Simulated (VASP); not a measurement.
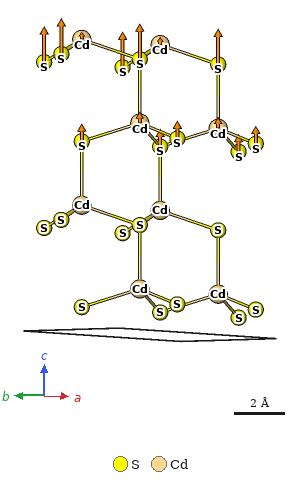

A relaxation of a slab of composition CdS. The starting structure is drawn; orange arrows show the displacements, 5 times their true length.

Style: ball-and-stick. Shown: the 2 × 1 repeat of the cell, outlined in the plane, without the vacuum, from a free direction.

The run lets the atoms move in a fixed cell. 4 atoms are held fixed.

Method: VASP 6.6.1, Kohn-Sham DFT of a periodic cell, PBE, VASP PAW PBE potentials, recommended.

The input:
```
  ALGO = Normal
  DIPOL = 0.5 0.5 0.500
  EDIFF = 1E-6
  EDIFFG = -0.005
  ENCUT = 520
  GGA = PE
  IBRION = 2
  IDIPOL = 3
  ISIF = 2
  ISMEAR = 0
  LASPH = T
  LCHARG = F
  LDIPOL = T
  LREAL = F
  LWAVE = F
  NELM = 80
  NSW = 40
  PREC = Accurate
  SIGMA = 0.05
```

Command:
```bash
cat potpaw_PBE.64/S/POTCAR potpaw_PBE.64/Cd/POTCAR > POTCAR
mpirun -np 1 vasp_std > vasp.out
```

Which element moves most?

Answer. Sulfur: up to 0.29 Å, against 0.09 Å for cadmium.

What happened in the run?

Answer. The atom that moves furthest is an S atom (0.29 Å along the normal (+c)). By element the largest moves are S 0.29 Å, Cd 0.09 Å. The lattice vectors keep their values. Near-neighbour distances that change, for instance: Cd–S 2.598 → 2.798 Å, Cd–S 2.598 → 2.746 Å, Cd–S 2.510 → 2.449 Å, Cd–S 2.510 → 2.494 Å. Bond angles that change, for instance: Cd–S–Cd 108.0° → 102.9°, S–Cd–S 110.9° → 115.2°, Cd–S–Cd 110.9° → 115.2°. Over 16 geometry steps the energy falls by 84.3 meV per cell of the calculation. Largest force component: 0.66 eV/Å at the start, 0.66 eV/Å at the end.
